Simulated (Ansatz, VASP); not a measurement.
# Cross-check of KScSe2 between VASP and Ansatz, part 2 of 2

One calculation is typed for both programs; each brings its own data sets and cutoff. How far apart do they land? The cell is invented: As first built, before any earlier steps moved the atoms: it takes the ScAgSe2 structure with some of its atoms replaced by other elements, volume scaled by an estimate. It may not be a known or stable phase. The cell comes out of the VASP series on this material, whose earlier steps may have relaxed, scaled or displaced it; both programs get it as it stands.

VASP 6.6.1 and Ansatz 0.2.0.

So far. Step 4 (Comparison): The walks stopped with 0.00 GPa left in Ansatz and 0.03 GPa in VASP; each walk ends within a tolerance, so the volume difference is uncertain by about these residues over the bulk modulus, most in soft cells.

**5. Ansatz: band structure, HSE06**

Level of this step: Ansatz beside VASP: Kohn-Sham DFT, plane waves, HSE06 (Ansatz).

The same path points are solved in both programs, so levels can be compared one by one.

The cell comes out of the VASP series on this material, whose earlier steps may have relaxed, scaled or displaced it; both programs get it as it stands.

input.yaml

```yaml
crystal:
  lattice:
    - [3.9936107685, 0.0, 0.0]
    - [-1.9968053843, 3.4585680172, 0.0]
    - [0.0, 0.0, 7.7827775027]
  atoms:
    - { symbol: Se, position: [0.33333333, 0.66666667, 0.1935507779] }
    - { symbol: Se, position: [0.66666667, 0.33333333, 0.8064492221] }
    - { symbol: Sc, position: [0.0, 0.0, 0.0] }
    - { symbol: K, position: [0.0, 0.0, 0.5] }
hamiltonian:
  xc: { exchange: pbe, correlation: pbe, exx: { coeff: 0.25, omega: 0.2 } }
  pseudopotentials: { kind: paw }
kpoints:
  mp_grid: { grid: [4, 4, 2] }
  band_path:
    path:
      - [0.0, 0.0, 0.0]
      - [0.4, 0.0, 0.0]
      - [0.5, 0.0, 0.0]
      - [0.4, 0.2, 0.0]
      - [0.2, 0.2, 0.0]
      - [0.0, 0.0, 0.1]
      - [0.0, 0.0, 0.5]
      - [0.4, 0.0, 0.5]
      - [0.4, 0.2, 0.5]
      - [0.2, 0.2, 0.5]
      - [0.5, 0.0, 0.4]
      - [0.33333, 0.33333, 0.0]
      - [0.33333, 0.33333, 0.5]
    npoints: 1
scf:
  occupations: { method: fermi_dirac, width: 0.05 }
  n_extra_bands: 8
output:
  forces: true
  stress: true
  eigenvalues: true
```

Command:

```bash
> ansatz run input.yaml --threads 4 --pin off --max-ram 9216MiB --backend cpu --events-out ev --progress --plain --runs-dir out
```

Numbers of over 12 decimals in the logs are rounded to 6 here.

The program printed:

```text
[...]
--- Band table (eV; the first three rows and the last of 8) ---
  k-point 0: bands = [... 22 lower, 4.4888, 5.6254, 6.2915, 6.2915, 9.1406, 9.3723, 9.3723, 10.2780, ... 4 higher]
  k-point 1: bands = [... 22 lower, 4.5256, 4.6938, 6.2018, 6.2018, 9.3913, 9.3913, 9.6837, 11.1524, ... 4 higher]
  k-point 2: bands = [... 22 lower, 4.1277, 4.5405, 5.5099, 5.5280, 9.0430, 9.8690, 10.0715, 10.7039, ... 4 higher]
  k-point 7: bands = [... 22 lower, 3.8831, 4.2709, 4.4139, 4.9059, 9.6164, 9.8415, 10.2629, 10.6854, ... 4 higher]
[key lines of the parts left out:]
Free energy (F): -14622.748568 eV
Fermi energy:    7.487845 eV
P = ⅓ Tr σ = -0.7554 GPa (-7.554 kbar)
```

Wall time 50 s (4 threads of Arm Neoverse V1, shared host); peak memory 1.2 GiB.

**6. VASP: band structure, HSE06**

The same cell, functional, mesh and smearing now go to VASP, with its own data sets and cutoff.

INCAR

```
SYSTEM = KScSe2
PREC = Accurate
ENCUT = 400
EDIFF = 1E-06
NELM = 100
ISMEAR = -1
SIGMA = 0.05
LREAL = .FALSE.
ALGO = Normal
LHFCALC = .TRUE.
AEXX = 0.25
GGA = PE
HFSCREEN = 0.2
LASPH = .TRUE.
NBANDS = 22
PRECFOCK = Fast
LORBIT = 11
LWAVE = .FALSE.
LCHARG = .FALSE.
KPAR = 2
```

POSCAR

```
KScSe2
1.0
    3.9936107685      0.0000000000      0.0000000000
   -1.9968053843      3.4585680172      0.0000000000
    0.0000000000      0.0000000000      7.7827775027
Se Sc K
2 1 1
Direct
    0.3333333300      0.6666666700      0.1935507779
    0.6666666700      0.3333333300      0.8064492221
    0.0000000000      0.0000000000      0.0000000000
    0.0000000000      0.0000000000      0.5000000000
```

KPOINTS

```
Automatic mesh
0
Gamma
4 4 2
0 0 0
```

KPOINTS_OPT

```
Line mode
6
Line-mode
Reciprocal
  0.00000000   0.00000000   0.00000000 GAMMA
  0.50000000   0.00000000   0.00000000 M

  0.50000000   0.00000000   0.00000000 M
  0.33333333   0.33333333   0.00000000 K

  0.33333333   0.33333333   0.00000000 K
  0.00000000   0.00000000   0.00000000 GAMMA

  0.00000000   0.00000000   0.00000000 GAMMA
  0.00000000   0.00000000   0.50000000 A

  0.00000000   0.00000000   0.50000000 A
  0.50000000   0.00000000   0.50000000 L

  0.50000000   0.00000000   0.50000000 L
  0.33333333   0.33333333   0.50000000 H

  0.33333333   0.33333333   0.50000000 H
  0.00000000   0.00000000   0.50000000 A

  0.50000000   0.00000000   0.50000000 L
  0.50000000   0.00000000   0.00000000 M

  0.33333333   0.33333333   0.00000000 K
  0.33333333   0.33333333   0.50000000 H
```

PAW data sets: Se, Sc_sv and K_sv (PBE family, release 64).

Command:

```bash
> mpirun -np 2 vasp_std
```

The program printed:

```text
[banner, memory and clock lines left out]
running    2 mpi-ranks, on    1 nodes
[...]
LDA part: xc-table for (Slater+PW92), standard interpolation
 found WAVECAR, reading the header
 POSCAR, INCAR and KPOINTS ok, starting setup
[...]
reading WAVECAR
 the WAVECAR file was read successfully
 initial charge from wavefunction
 entering main loop
       N       E                     dE             d eps       ncg     rms          rms(c)
DAV:   1    -0.247258736128E+02   -0.24726E+02   -0.82049E-01   470   0.123E+01    0.304E+00
DAV:   2    -0.246723532793E+02    0.53520E-01   -0.11787E-01   472   0.375E+00    0.191E+00
DAV:   3    -0.246703757787E+02    0.19775E-02   -0.26219E-02   482   0.182E+00    0.120E+00
DAV:   4    -0.246704828649E+02   -0.10709E-03   -0.25305E-03   534   0.341E-01    0.690E-01
[...]
DAV:   8    -0.246697127548E+02    0.10830E-04   -0.91084E-06   458   0.282E-02    0.546E-02
DAV:   9    -0.246697100884E+02    0.26664E-05   -0.36433E-06   436   0.154E-02    0.300E-02
DAV:  10    -0.246697094602E+02    0.62823E-06   -0.12307E-06   310   0.973E-03
   1 F= -.24669709E+02 E0= -.24669709E+02  d E =-.143704E-10
 Start KPOINTS_OPT (optional k-point list driver)
k-point batch [1-8\54]
       N       E                     dE             ncg
DAV:   1    -0.107465820556E+04   -0.54758E+04      360
DAV:   2    -0.344018979023E+04   -0.23655E+04      374
DAV:   3    -0.372667900784E+04   -0.28649E+03      616
DAV:   4    -0.375148519620E+04   -0.24806E+02      496
[...]
DAV:   8    -0.375253729169E+04   -0.75590E-04      546
DAV:   9    -0.375253729307E+04   -0.13803E-05      320
DAV:  10    -0.375253729314E+04   -0.69418E-07      308
[...]
k-point batch [49-54\54]
       N       E                     dE             ncg
DAV:   1     0.692079742666E+03   -0.67396E+04      264
DAV:   2    -0.911252290813E+03   -0.16033E+04      264
DAV:   3    -0.110068487085E+04   -0.18943E+03      458
DAV:   4    -0.111448303792E+04   -0.13798E+02      370
DAV:   5    -0.111506284324E+04   -0.57981E+00      480
DAV:   6    -0.111508532191E+04   -0.22479E-01      384
DAV:   7    -0.111508606326E+04   -0.74135E-03      498
DAV:   8    -0.111508608916E+04   -0.25902E-04      368
DAV:   9    -0.111508608989E+04   -0.72589E-06      266
```

Parts of OUTCAR (step 6):

```text
 POSITION                                       TOTAL-FORCE (eV/Angst)
 -----------------------------------------------------------------------------------
     -0.00000      2.30571      1.50636         0.000000     -0.000000     -0.099580
      1.99681      1.15286      6.27641         0.000000      0.000000      0.099580
      0.00000      0.00000      0.00000        -0.000000      0.000000      0.000000
      0.00000      0.00000      3.89139        -0.000000      0.000000      0.000000
 -----------------------------------------------------------------------------------
    total drift:                                0.000000      0.000003     -0.000003

  FREE ENERGIE OF THE ION-ELECTRON SYSTEM (eV)
  ---------------------------------------------------
  free  energy   TOTEN  =       -24.6697094602 eV

  energy  without entropy=      -24.6697094602  energy(sigma->0) =      -24.66970946

[... 3 further parts left out ...]
[key lines of the parts left out:]
E-fermi :   2.7952
```

**7. Differences**

What differs besides the data sets and the points named for the pairs above, as far as they apply: exact exchange at q = 0 is treated differently, which shows on coarse meshes; VASP keeps PBE cores, Ansatz makes them for the functional; VASP takes a coarser grid for exact exchange (PRECFOCK = Fast). Total energies have different zeros and are not compared.

Compared:

```
                     quantity  Ansatz   VASP  difference
gap over the path points (eV)   2.411  2.418      -0.007
```

Forces (eV/Å; atoms numbered as in POSCAR):

```
atom        Ansatz x, y, z          VASP x, y, z
 Se1  0.000, 0.000, -0.103  0.000, 0.000, -0.100
 Se2   0.000, 0.000, 0.103   0.000, 0.000, 0.100
 Sc3   0.000, 0.000, 0.000   0.000, 0.000, 0.000
  K4   0.000, 0.000, 0.000   0.000, 0.000, 0.000
```

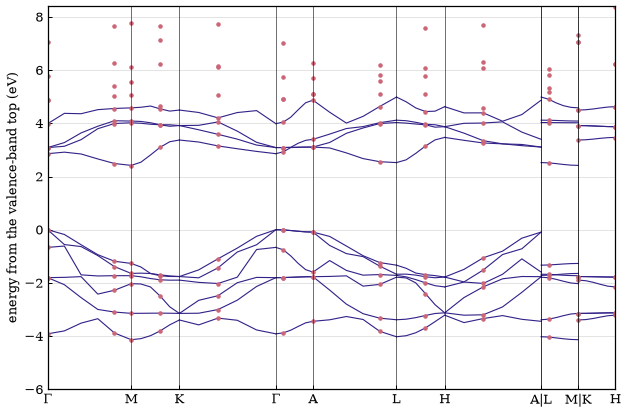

Bands from VASP (lines) and levels from Ansatz (dots). Dots without a line are higher empty bands that the VASP plot leaves out.

Levels at points of the path, from each program's valence-band top (eV; 4 filled, then empty):

```
k (reciprocal lattice)                                  Ansatz                                    VASP
     0.000 0.000 0.000    -1.80 -0.67 0.00 0.00 2.85 3.08 3.08    -1.80 -0.67 0.00 0.00 2.86 3.09 3.09
     0.400 0.000 0.000  -2.28 -1.73 -1.39 -1.19 2.48 3.98 4.09  -2.28 -1.73 -1.39 -1.19 2.49 3.99 4.10
     0.500 0.000 0.000  -2.03 -1.73 -1.65 -1.27 2.41 4.01 4.08  -2.03 -1.73 -1.64 -1.27 2.42 4.02 4.08
     0.400 0.200 0.000  -2.50 -1.89 -1.73 -1.70 3.09 3.94 3.94  -2.49 -1.88 -1.73 -1.70 3.10 3.94 3.94
     0.200 0.200 0.000  -2.48 -2.02 -1.44 -1.10 3.14 3.58 4.04  -2.48 -2.02 -1.43 -1.09 3.15 3.59 4.05
     0.000 0.000 0.100  -1.80 -0.76 -0.01 -0.01 2.92 3.08 3.08  -1.80 -0.75 -0.01 -0.01 2.93 3.09 3.09
     0.000 0.000 0.500  -1.77 -1.60 -0.09 -0.09 3.10 3.10 3.39  -1.77 -1.59 -0.09 -0.09 3.11 3.11 3.40
     0.400 0.000 0.500  -2.06 -1.69 -1.37 -1.24 2.55 3.98 4.02  -2.06 -1.69 -1.37 -1.24 2.56 3.99 4.02
     0.400 0.200 0.500  -2.40 -2.00 -1.77 -1.69 3.14 3.94 3.96  -2.40 -2.00 -1.77 -1.69 3.15 3.94 3.96
     0.200 0.200 0.500  -2.15 -2.02 -1.52 -1.06 3.25 3.34 4.00  -2.15 -2.02 -1.51 -1.05 3.26 3.35 4.01
```

The forces differ by 1.3 meV/Å r.m.s., which is 3.1 % of the r.m.s. force of 0.04 eV/Å (both taken over all components). Among the levels compared (up to four filled and three empty ones at each point), filled levels agree within 6 meV and empty ones within 9 meV.

**8. Outcome**

| Quantity | Value |
| --- | --- |
| difference in volume (relaxation of cell and atoms, PBE) | -0.15 % |
| difference in gap over the path points (band structure, HSE06) | -0.0069 eV |

What this shows: The difference in volume is -0.15 % (relaxation of cell and atoms, PBE), within the 1.2 % picked in this series as the mark of a large difference, as far as the stopping tolerances let one tell. Differences of this kind measure data sets and numerical settings, not the functional's error against experiment.

[Lines on the potential files, build, host, timing and source positions are cut from VASP's logs without a mark.]

[Logs are printed without paths, hosts, clocks, repeated set-up lines and the standing remarks that a program may print on its own settings, such as how far it seeks lower states.]

[Hosts, paths, dates, database ids (printed as entryN), source tags and the programs' standing remarks are cut or masked in the printed files.]
